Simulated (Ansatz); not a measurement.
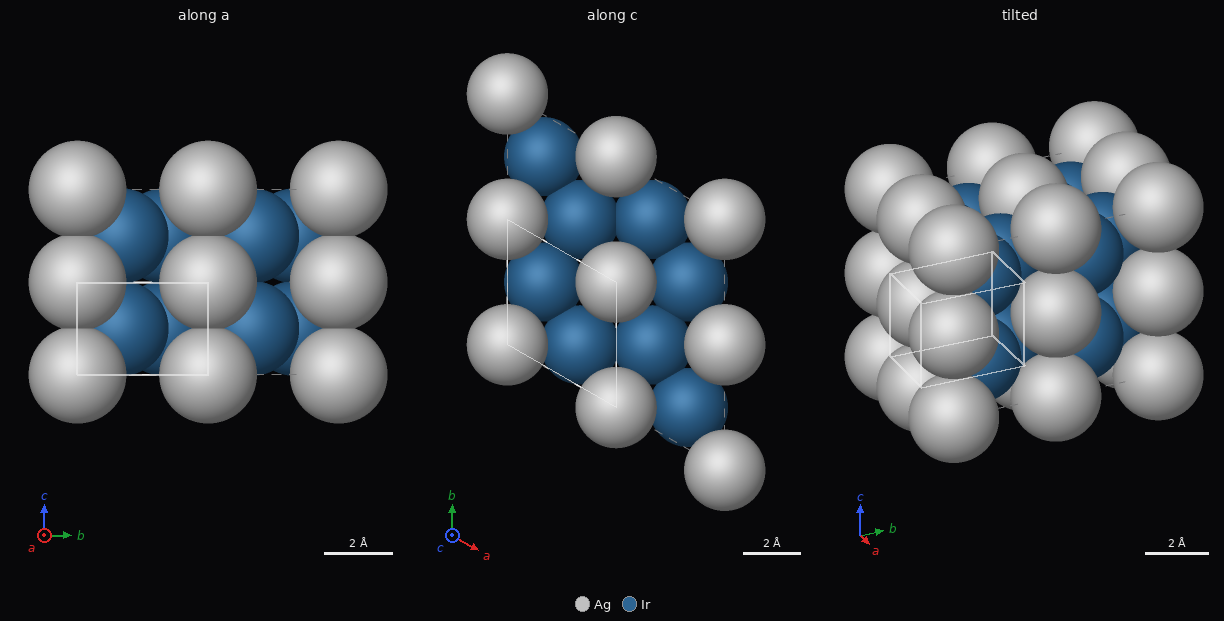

A space-filling rendering, viewed along the a axis, along the c axis and slightly off an axis. A block of 2×2×2 cells is shown, with one conventional unit cell in solid outline.

Notes on the structure:

Chemical formula AgIr2. The space group is P6/mmm (No. 191); the lattice is primitive hexagonal. The arrangement is known as AlB₂ type. The cell comprises 1 formula unit: 1 Ag, 2 Ir. Ag is coordinated by twelve Ir and two Ag (about 2.9 Å to Ir, 2.7 Å to Ag). Around each Ir lie six Ag and five Ir (about 2.9 Å to Ag, 2.6 to 2.7 Å to Ir).

The initial geometry was a textbook structure type filled with these elements (whether it is the usual form wasn't checked). Cell shown after relaxation with DFT PBE, scalar-relativistic, plane waves, PAW in Ansatz.
